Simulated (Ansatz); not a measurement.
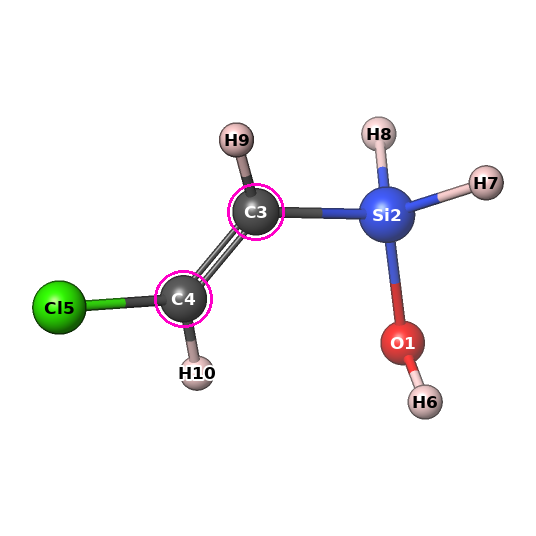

Atoms fade into the background with distance from the viewer. Circles mark the stereogenic atoms. The geometry was computed by an optimisation with PBE-D4/def2-SVP. No frequency run is at hand to confirm it as a minimum.

Q: Give the R/S and E/Z labels.

A: C3=C4: E.

Q: Give a SMILES with the stereochemistry.

A: O[SiH2]/C=C/Cl
